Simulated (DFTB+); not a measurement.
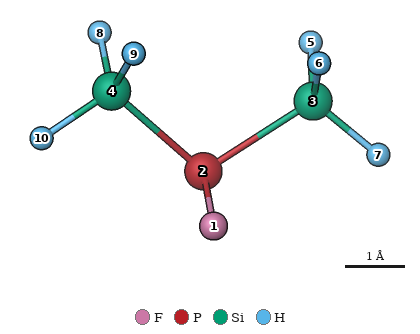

Figure 1. The structure as given in the input (ball-and-stick view, seen at a tilt; atoms are numbered from 1 in the order of the input). Bond lengths as drawn: F–P 1.66 Å, H–Si 1.46 to 1.47 Å and P–Si 2.25 Å.

Run report: Si₂PH₆F, single-point calculation

The run: single-point calculation of Si₂PH₆F. Method and program: GFN1-xTB, R-SCC, dispersion built in, COSMO solvent thf (DFTB+ 25.1).

The geometry comes from this level: GFN2-xTB.

### Input file (dftb_in.hsd)
```
Geometry = {
  TypeNames = {
    "F" "P" "Si" "H"
  }
  TypesAndCoordinates [Angstrom] = {
    1 2.143880 -0.294650 -0.011200
    2 0.727200 -0.693260 -0.777250
    3 -0.021970 1.410680 -1.063690
    3 -0.392670 -1.358730 1.058810
    4 -1.362690 1.260390 -1.625730
    4 -0.074840 2.190800 0.175390
    4 0.883700 2.055840 -2.013550
    4 -1.746660 -1.645670 0.589350
    4 -0.426630 -0.355830 2.126320
    4 0.270680 -2.569580 1.541550
  }
}
Hamiltonian = xTB {
  Method = "GFN1-xTB"
  Solvation = Cosmo {
    Solvent = fromName {
      "thf"
    }
    RadiiScaling = {
      F = 1.1
      P = 1.1
      Si = 1.1
      H = 1.1
    }
    AngularGrid = 302
    FreeEnergyShift [kcal/mol] = 0.0
    Solver = DomainDecomposition {
      MaxMoment = 10
      Accuracy = 1e-08
    }
  }
}
Options = {
  WriteResultsTag = Yes
}
InputVersion = 25.1
```

Launch command:
```bash
dftb+ > dftb.out
```

### Output
```
|  DFTB+ development version (commit: a23bfb2)

Reading input file 'dftb_in.hsd'
Parser version: 14

--------------------------------------------------------------------------------

Processed input in HSD format written to 'dftb_pin.hsd'

Starting initialization...
--------------------------------------------------------------------------------
OpenMP threads:              1
Chosen random seed:          1040071809
Current stacksize:           unlimited
Mode:                        Static calculation
Self consistent charges:     Yes
SCC-tolerance:                 0.100000E-04
Max. scc iterations:                    100
Shell resolved Hubbard:      Yes
Spin polarisation:           No
Nr. of up electrons:            13.000000
Nr. of down electrons:          13.000000
Periodic boundaries:         No
Electronic solver:           Relatively robust
Mixer:                       Broyden mixer
Mixing parameter:                  0.200000
Nr. of chrg. vec. in memory:            100
Max. SCC-cycles:                        100
tblite library version:      0.3.0
-> parametrization:          GFN1-xTB
-> repulsion:                Yes
-> dispersion:               Yes
-> halogen bonding:          Yes
-> electrostatics:           Yes
   -> isotropic:             Yes
   -> anisotropic:           No
   -> third-order:           Yes
Electronic temperature:              0.950045E-03 H      0.258520E-01 eV
Initial charges:             Set automatically (system chrg:   0.000E+00)
Included shells:             F:  s, p
                             P:  s, p, d
                            Si:  s, p, d
                             H:  s, s2
Solvation:                   conductor like screening model
Dielectric constant:           1.000000E+01
Free energy shift:             0.000000E+00 H      0.000000E+00 eV
Grid points:                   3.020000E+03 total           302 per atom
Solver:                      domain decomposition
SASA model:                  No
Solvated fields rescaled:    Yes
Extra options:
                             Mulliken analysis

--------------------------------------------------------------------------------

***  Geometry step: 0

 iSCC Total electronic   Diff electronic      SCC error
    1   -0.14798250E+02    0.00000000E+00    0.78350792E+00
    2   -0.14830920E+02   -0.14798250E+02    0.60666224E+00
    3   -0.14844964E+02   -0.32669915E-01    0.23605246E+00
    4   -0.14843359E+02   -0.14044818E-01    0.13717620E+00
    5   -0.14846291E+02    0.16057846E-02    0.21764150E-01
    6   -0.14846652E+02   -0.29325126E-02    0.13091829E-02
    7   -0.14846652E+02   -0.36073023E-03    0.21074653E-02
    8   -0.14846653E+02    0.38632831E-06    0.47258160E-03
    9   -0.14846653E+02   -0.16742306E-05    0.12607597E-03
   10   -0.14846653E+02   -0.13839214E-06    0.45493332E-04
   11   -0.14846653E+02   -0.23070985E-08    0.78148485E-05

Total Energy:                      -14.7761550998 H         -402.0796 eV
Extrapolated to 0K:                -14.7761550998 H         -402.0796 eV
Total Mermin free energy:          -14.7761550998 H         -402.0796 eV
Force related energy:              -14.7761550998 H         -402.0796 eV

Cavity information written to dftbp.cosmo

--------------------------------------------------------------------------------
--------------------------------------------------------------------------------
SCC                                    +       1.13 ( 97.5%)       1.14 ( 97.5%)
Post-geometry optimisation             +       0.02 (  1.7%)       0.02 (  1.7%)
--------------------------------------------------------------------------------
Missing                                +       0.01 (  0.7%)       0.01 (  0.8%)
Total                                  =       1.16 (100.0%)       1.17 (100.0%)
--------------------------------------------------------------------------------
```

### File band.out
```
 KPT            1  SPIN            1  KWEIGHT    1.0000000000000000
     1    -23.5695  2.00000
     2    -20.1090  2.00000
     3    -17.3614  2.00000
     4    -17.0695  2.00000
     5    -15.4575  2.00000
     6    -15.4378  2.00000
     7    -15.2083  2.00000
     8    -13.0530  2.00000
     9    -13.0208  2.00000
    10    -13.0074  2.00000
    11    -12.9208  2.00000
    12    -11.5878  2.00000
    13    -10.9827  2.00000
    14     -7.8975  0.00000
    15     -6.0702  0.00000
    16     -5.9014  0.00000
    17     -5.5382  0.00000
    18     -4.9262  0.00000
    19     -4.8780  0.00000
    20     -4.1009  0.00000
    21     -3.4850  0.00000
    22     -3.2084  0.00000
    23     -2.5128  0.00000
    24     -1.9084  0.00000
    25     -1.8771  0.00000
    26     -1.8461  0.00000
    27     -1.5052  0.00000
    28     -1.4571  0.00000
    29     -1.4239  0.00000
    30     -0.5047  0.00000
    31      1.6758  0.00000
    32      4.6112  0.00000
    33      5.5944  0.00000
    34      6.1156  0.00000
    35      6.7303  0.00000
    36     17.0825  0.00000
    37     17.2657  0.00000
    38     31.4753  0.00000
    39     31.6572  0.00000
    40     36.0820  0.00000
    41     37.6648  0.00000
    42     39.6190  0.00000
    43     43.0024  0.00000
```

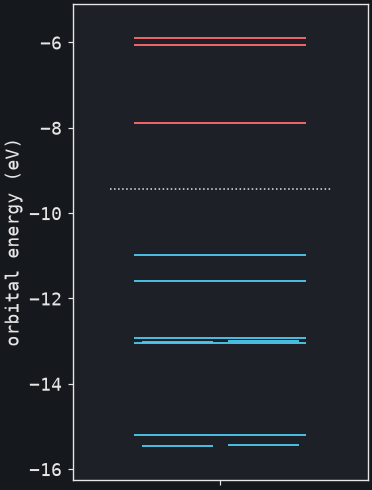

Figure 2. Orbital energies near the frontier; the dotted line parts filled from empty levels, and levels within 0.02 eV of each other stand side by side. Highest filled −10.98 eV, lowest empty −7.90 eV, 3.08 eV apart.

### Summary

- outcome: converged
- Mermin free energy: −14.776155 hartree
- solvation energy: −0.006236 hartree
- basis functions: 43
- HOMO: −10.98 eV
- LUMO: −7.90 eV
- dipole moment: 3.35 D
- hardware: 1 thread of Intel Xeon @ 2.50GHz (Skylake/Cascade Lake), 32 GiB of memory available, shared host
- wall time: 1.2 s
- peak memory: 0.073 GiB

Settings chosen away from the usual ones: angular_grid.
